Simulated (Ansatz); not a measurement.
# Molecular dynamics, with input and output: CHBrSi (part 5 of 5)

Continued. System: CHBrSi. Method: UKS B3LYP/def2-SVP (Ansatz 0.2.0). It belongs to a series of runs on one base structure; here: dynamics from the highest image of the converged band.

Geometry of the input (Å):
```
Si -0.5845  1.2064  -0.2173
C  0.3574  -0.1082  0.3087
Br 1.4868  -1.2923  1.0490
H  -1.2597  0.1941  -1.1405
```

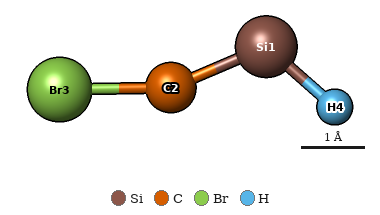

*The geometry at step 177 of the log (ball-and-stick view, seen on its broad side; atoms are numbered from 1 in the order of the input).*

Trajectory as extended XYZ, continued:
```
4
Properties=species:S:1:pos:R:3:forces:R:3 step=153 time_fs=76.5 energy=-78962.64848 temperature=88.8
Si   -0.5349    1.1459   -0.1656   -0.1959   0.7817   0.3005
C     0.2897   -0.2446    0.1996    0.1770  -0.2823  -0.1742
Br    1.4801   -1.2620    1.0509    0.2352  -0.3429   0.2409
H    -1.2999    1.1071   -1.4224   -0.2163  -0.1564  -0.3672
4
Properties=species:S:1:pos:R:3:forces:R:3 step=155 time_fs=77.5 energy=-78962.64823 temperature=87.7
Si   -0.5353    1.1458   -0.1663   -0.2860   0.8218   0.1859
C     0.2877   -0.2431    0.2017    0.2243  -0.3505  -0.1661
Br    1.4805   -1.2624    1.0509    0.2012  -0.3109   0.2249
H    -1.3011    1.1204   -1.4316   -0.1395  -0.1603  -0.2447
4
Properties=species:S:1:pos:R:3:forces:R:3 step=156 time_fs=78.0 energy=-78962.64808 temperature=87.0
Si   -0.5355    1.1458   -0.1667   -0.3378   0.8382   0.1137
C     0.2867   -0.2425    0.2027    0.2440  -0.3792  -0.1639
Br    1.4808   -1.2626    1.0509    0.1852  -0.2958   0.2175
H    -1.3022    1.1265   -1.4372   -0.0915  -0.1632  -0.1673
4
Properties=species:S:1:pos:R:3:forces:R:3 step=157 time_fs=78.5 energy=-78962.64766 temperature=85.4
Si   -0.5358    1.1460   -0.1670   -0.3903   0.8514   0.0371
C     0.2858   -0.2419    0.2036    0.2605  -0.4032  -0.1632
Br    1.4810   -1.2628    1.0510    0.1702  -0.2815   0.2106
H    -1.3035    1.1322   -1.4432   -0.0404  -0.1668  -0.0844
4
Properties=species:S:1:pos:R:3:forces:R:3 step=158 time_fs=79.0 energy=-78962.64686 temperature=82.3
Si   -0.5360    1.1461   -0.1673   -0.4408   0.8610  -0.0398
C     0.2850   -0.2415    0.2046    0.2736  -0.4221  -0.1641
Br    1.4813   -1.2630    1.0510    0.1561  -0.2679   0.2042
H    -1.3050    1.1375   -1.4493    0.0112  -0.1709  -0.0003
4
Properties=species:S:1:pos:R:3:forces:R:3 step=160 time_fs=80.0 energy=-78962.64421 temperature=72.1
Si   -0.5367    1.1468   -0.1680   -0.5262   0.8666  -0.1799
C     0.2834   -0.2408    0.2063    0.2880  -0.4423  -0.1708
Br    1.4818   -1.2634    1.0512    0.1311  -0.2437   0.1934
H    -1.3077    1.1469   -1.4615    0.1072  -0.1806   0.1573
4
Properties=species:S:1:pos:R:3:forces:R:3 step=161 time_fs=80.5 energy=-78962.64259 temperature=65.9
Si   -0.5371    1.1472   -0.1683   -0.5572   0.8616  -0.2370
C     0.2827   -0.2406    0.2072    0.2890  -0.4428  -0.1766
Br    1.4820   -1.2636    1.0512    0.1203  -0.2332   0.1889
H    -1.3087    1.1509   -1.4671    0.1479  -0.1857   0.2248
4
Properties=species:S:1:pos:R:3:forces:R:3 step=162 time_fs=81.0 energy=-78962.64102 temperature=59.9
Si   -0.5376    1.1477   -0.1687   -0.5784   0.8509  -0.2824
C     0.2821   -0.2404    0.2079    0.2858  -0.4365  -0.1842
Br    1.4823   -1.2639    1.0513    0.1106  -0.2236   0.1850
H    -1.3094    1.1545   -1.4722    0.1819  -0.1907   0.2815
4
Properties=species:S:1:pos:R:3:forces:R:3 step=164 time_fs=82.0 energy=-78962.63882 temperature=51.5
Si   -0.5386    1.1489   -0.1695   -0.5882   0.8113  -0.3319
C     0.2810   -0.2405    0.2094    0.2670  -0.4038  -0.2040
Br    1.4828   -1.2644    1.0515    0.0946  -0.2077   0.1791
H    -1.3093    1.1603   -1.4802    0.2266  -0.1998   0.3568
4
Properties=species:S:1:pos:R:3:forces:R:3 step=165 time_fs=82.5 energy=-78962.63851 temperature=50.3
Si   -0.5392    1.1496   -0.1699   -0.5760   0.7824  -0.3343
C     0.2806   -0.2406    0.2101    0.2517  -0.3777  -0.2160
Br    1.4831   -1.2646    1.0515    0.0882  -0.2011   0.1768
H    -1.3085    1.1625   -1.4829    0.2361  -0.2036   0.3735
4
Properties=species:S:1:pos:R:3:forces:R:3 step=166 time_fs=83.0 energy=-78962.63883 temperature=51.5
Si   -0.5399    1.1504   -0.1704   -0.5525   0.7476  -0.3214
C     0.2801   -0.2408    0.2107    0.2329  -0.3455  -0.2291
Br    1.4834   -1.2649    1.0516    0.0826  -0.1955   0.1750
H    -1.3071    1.1642   -1.4848    0.2370  -0.2067   0.3754
4
Properties=species:S:1:pos:R:3:forces:R:3 step=168 time_fs=84.0 energy=-78962.64127 temperature=60.9
Si   -0.5413    1.1521   -0.1714   -0.4728   0.6624  -0.2502
C     0.2795   -0.2414    0.2118    0.1864  -0.2654  -0.2577
Br    1.4839   -1.2654    1.0518    0.0736  -0.1863   0.1723
H    -1.3027    1.1661   -1.4858    0.2128  -0.2107   0.3356
4
Properties=species:S:1:pos:R:3:forces:R:3 step=169 time_fs=84.5 energy=-78962.64314 temperature=68.1
Si   -0.5421    1.1531   -0.1720   -0.4181   0.6132  -0.1932
C     0.2792   -0.2418    0.2123    0.1598  -0.2189  -0.2727
Br    1.4842   -1.2657    1.0520    0.0698  -0.1826   0.1711
H    -1.2997    1.1663   -1.4851    0.1885  -0.2117   0.2948
4
Properties=species:S:1:pos:R:3:forces:R:3 step=170 time_fs=85.0 energy=-78962.64520 temperature=76.0
Si   -0.5429    1.1541   -0.1725   -0.3551   0.5607  -0.1236
C     0.2789   -0.2422    0.2128    0.1317  -0.1693  -0.2876
Br    1.4845   -1.2660    1.0521    0.0664  -0.1792   0.1699
H    -1.2963    1.1660   -1.4837    0.1570  -0.2121   0.2413
4
Properties=species:S:1:pos:R:3:forces:R:3 step=171 time_fs=85.5 energy=-78962.64723 temperature=83.8
Si   -0.5438    1.1552   -0.1731   -0.2851   0.5056  -0.0430
C     0.2787   -0.2427    0.2131    0.1027  -0.1176  -0.3023
Br    1.4848   -1.2663    1.0522    0.0630  -0.1760   0.1685
H    -1.2924    1.1652   -1.4817    0.1193  -0.2121   0.1768
4
Properties=species:S:1:pos:R:3:forces:R:3 step=173 time_fs=86.5 energy=-78962.65039 temperature=95.9
Si   -0.5456    1.1574   -0.1743   -0.1313   0.3921   0.1415
C     0.2783   -0.2437    0.2137    0.0450  -0.0116  -0.3293
Br    1.4853   -1.2669    1.0525    0.0558  -0.1696   0.1647
H    -1.2840    1.1620   -1.4767    0.0305  -0.2110   0.0231
4
Properties=species:S:1:pos:R:3:forces:R:3 step=174 time_fs=87.0 energy=-78962.65128 temperature=99.4
Si   -0.5465    1.1586   -0.1748   -0.0520   0.3357   0.2392
C     0.2781   -0.2442    0.2139    0.0175   0.0406  -0.3410
Br    1.4856   -1.2672    1.0526    0.0516  -0.1660   0.1620
H    -1.2797    1.1597   -1.4739   -0.0171  -0.2103  -0.0603
4
Properties=species:S:1:pos:R:3:forces:R:3 step=175 time_fs=87.5 energy=-78962.65168 temperature=101.0
Si   -0.5474    1.1598   -0.1754    0.0257   0.2807   0.3356
C     0.2779   -0.2447    0.2140   -0.0082   0.0909  -0.3511
Br    1.4859   -1.2675    1.0527    0.0466  -0.1619   0.1587
H    -1.2753    1.1569   -1.4714   -0.0641  -0.2097  -0.1432
4
Properties=species:S:1:pos:R:3:forces:R:3 step=177 time_fs=88.5 energy=-78962.65150 temperature=100.4
Si   -0.5492    1.1623   -0.1764    0.1652   0.1784   0.5077
C     0.2776   -0.2456    0.2140   -0.0520   0.1823  -0.3652
Br    1.4865   -1.2682    1.0530    0.0341  -0.1517   0.1495
H    -1.2672    1.1497   -1.4674   -0.1474  -0.2090  -0.2920
4
Properties=species:S:1:pos:R:3:forces:R:3 step=178 time_fs=89.0 energy=-78962.65134 temperature=99.8
Si   -0.5501    1.1635   -0.1768    0.2220   0.1324   0.5750
C     0.2774   -0.2461    0.2139   -0.0691   0.2219  -0.3689
Br    1.4868   -1.2685    1.0532    0.0263  -0.1453   0.1434
H    -1.2637    1.1454   -1.4664   -0.1791  -0.2090  -0.3495
4
Properties=species:S:1:pos:R:3:forces:R:3 step=179 time_fs=89.5 energy=-78962.65146 temperature=100.3
Si   -0.5509    1.1648   -0.1772    0.2672   0.0903   0.6249
C     0.2771   -0.2464    0.2137   -0.0826   0.2566  -0.3701
Br    1.4871   -1.2688    1.0533    0.0171  -0.1379   0.1363
H    -1.2605    1.1405   -1.4663   -0.2018  -0.2090  -0.3911
4
Properties=species:S:1:pos:R:3:forces:R:3 step=181 time_fs=90.5 energy=-78962.65331 temperature=107.5
Si   -0.5526    1.1674   -0.1778    0.3175   0.0183   0.6625
C     0.2767   -0.2470    0.2131   -0.0976   0.3098  -0.3645
Br    1.4877   -1.2695    1.0537   -0.0051  -0.1199   0.1187
H    -1.2557    1.1293   -1.4688   -0.2148  -0.2081  -0.4167
4
Properties=species:S:1:pos:R:3:forces:R:3 step=182 time_fs=91.0 energy=-78962.65518 temperature=114.7
Si   -0.5534    1.1686   -0.1780    0.3217  -0.0120   0.6483
C     0.2764   -0.2472    0.2127   -0.0989   0.3279  -0.3576
Br    1.4880   -1.2698    1.0538   -0.0183  -0.1093   0.1081
H    -1.2541    1.1230   -1.4716   -0.2045  -0.2067  -0.3988
4
Properties=species:S:1:pos:R:3:forces:R:3 step=183 time_fs=91.5 energy=-78962.65759 temperature=124.0
Si   -0.5541    1.1699   -0.1782    0.3126  -0.0388   0.6129
C     0.2761   -0.2474    0.2123   -0.0960   0.3404  -0.3480
Br    1.4883   -1.2702    1.0540   -0.0328  -0.0975   0.0964
H    -1.2530    1.1162   -1.4753   -0.1838  -0.2040  -0.3613
4
Properties=species:S:1:pos:R:3:forces:R:3 step=184 time_fs=92.0 energy=-78962.66036 temperature=134.6
Si   -0.5549    1.1712   -0.1783    0.2918  -0.0627   0.5587
C     0.2758   -0.2474    0.2117   -0.0891   0.3474  -0.3357
Br    1.4886   -1.2705    1.0542   -0.0487  -0.0847   0.0835
H    -1.2523    1.1089   -1.4799   -0.1539  -0.2000  -0.3065
4
Properties=species:S:1:pos:R:3:forces:R:3 step=186 time_fs=93.0 energy=-78962.66593 temperature=156.1
Si   -0.5563    1.1738   -0.1783    0.2229  -0.1035   0.4068
C     0.2752   -0.2474    0.2105   -0.0640   0.3463  -0.3036
Br    1.4892   -1.2712    1.0546   -0.0844  -0.0561   0.0546
H    -1.2519    1.0928   -1.4911   -0.0746  -0.1868  -0.1578
4
Properties=species:S:1:pos:R:3:forces:R:3 step=187 time_fs=93.5 energy=-78962.66826 temperature=165.0
Si   -0.5569    1.1750   -0.1783    0.1797  -0.1212   0.3172
C     0.2748   -0.2472    0.2097   -0.0463   0.3392  -0.2839
Br    1.4895   -1.2716    1.0547   -0.1039  -0.0404   0.0386
H    -1.2520    1.0841   -1.4973   -0.0294  -0.1775  -0.0718
4
Properties=species:S:1:pos:R:3:forces:R:3 step=188 time_fs=94.0 energy=-78962.67004 temperature=171.9
Si   -0.5576    1.1763   -0.1783    0.1338  -0.1377   0.2240
C     0.2744   -0.2470    0.2089   -0.0258   0.3283  -0.2621
Br    1.4897   -1.2719    1.0549   -0.1244  -0.0241   0.0217
H    -1.2522    1.0750   -1.5038    0.0163  -0.1666   0.0164
4
Properties=species:S:1:pos:R:3:forces:R:3 step=190 time_fs=95.0 energy=-78962.67181 temperature=178.8
Si   -0.5589    1.1788   -0.1781    0.0431  -0.1679   0.0417
C     0.2737   -0.2464    0.2072    0.0225   0.2980  -0.2127
Br    1.4903   -1.2727    1.0553   -0.1676   0.0102  -0.0142
H    -1.2524    1.0555   -1.5163    0.1020  -0.1403   0.1852
4
Properties=species:S:1:pos:R:3:forces:R:3 step=191 time_fs=95.5 energy=-78962.67193 temperature=179.3
Si   -0.5595    1.1800   -0.1781    0.0018  -0.1820  -0.0409
C     0.2733   -0.2460    0.2063    0.0495   0.2797  -0.1855
Br    1.4906   -1.2730    1.0555   -0.1901   0.0278  -0.0331
H    -1.2522    1.0453   -1.5220    0.1388  -0.1256   0.2594
4
Properties=species:S:1:pos:R:3:forces:R:3 step=192 time_fs=96.0 energy=-78962.67175 temperature=178.7
Si   -0.5601    1.1812   -0.1780   -0.0348  -0.1955  -0.1146
C     0.2730   -0.2455    0.2053    0.0778   0.2602  -0.1568
Br    1.4908   -1.2734    1.0557   -0.2129   0.0457  -0.0524
H    -1.2516    1.0347   -1.5271    0.1699  -0.1103   0.3238
4
Properties=species:S:1:pos:R:3:forces:R:3 step=194 time_fs=97.0 energy=-78962.67126 temperature=176.8
Si   -0.5614    1.1835   -0.1779   -0.0901  -0.2210  -0.2284
C     0.2723   -0.2445    0.2033    0.1368   0.2194  -0.0963
Br    1.4914   -1.2741    1.0560   -0.2587   0.0812  -0.0917
H    -1.2492    1.0129   -1.5348    0.2121  -0.0796   0.4164
4
Properties=species:S:1:pos:R:3:forces:R:3 step=195 time_fs=97.5 energy=-78962.67130 temperature=177.0
Si   -0.5620    1.1846   -0.1778   -0.1077  -0.2329  -0.2663
C     0.2721   -0.2439    0.2022    0.1668   0.1992  -0.0647
Br    1.4916   -1.2744    1.0562   -0.2814   0.0986  -0.1115
H    -1.2473    1.0017   -1.5372    0.2224  -0.0649   0.4425
4
Properties=species:S:1:pos:R:3:forces:R:3 step=196 time_fs=98.0 energy=-78962.67171 temperature=178.6
Si   -0.5627    1.1858   -0.1778   -0.1181  -0.2440  -0.2908
C     0.2718   -0.2432    0.2012    0.1966   0.1796  -0.0325
Br    1.4918   -1.2748    1.0564   -0.3038   0.1157  -0.1313
H    -1.2448    0.9903   -1.5386    0.2252  -0.0513   0.4545
4
Properties=species:S:1:pos:R:3:forces:R:3 step=197 time_fs=98.5 energy=-78962.67254 temperature=181.8
Si   -0.5634    1.1869   -0.1779   -0.1211  -0.2542  -0.3016
C     0.2716   -0.2426    0.2001    0.2261   0.1610   0.0002
Br    1.4921   -1.2751    1.0565   -0.3256   0.1322  -0.1508
H    -1.2418    0.9788   -1.5388    0.2206  -0.0389   0.4522
4
Properties=species:S:1:pos:R:3:forces:R:3 step=199 time_fs=99.5 energy=-78962.67532 temperature=192.5
Si   -0.5647    1.1890   -0.1780   -0.1059  -0.2712  -0.2828
C     0.2713   -0.2411    0.1980    0.2829   0.1279   0.0661
Br    1.4925   -1.2758    1.0569   -0.3671   0.1632  -0.1890
H    -1.2342    0.9556   -1.5361    0.1900  -0.0198   0.4056
4
Properties=species:S:1:pos:R:3:forces:R:3 step=200 time_fs=100.0 energy=-78962.67703 temperature=199.1
Si   -0.5654    1.1900   -0.1781   -0.0882  -0.2775  -0.2543
C     0.2712   -0.2404    0.1969    0.3098   0.1138   0.0991
Br    1.4927   -1.2761    1.0570   -0.3865   0.1774  -0.2073
H    -1.2297    0.9439   -1.5333    0.1649  -0.0137   0.3625
```
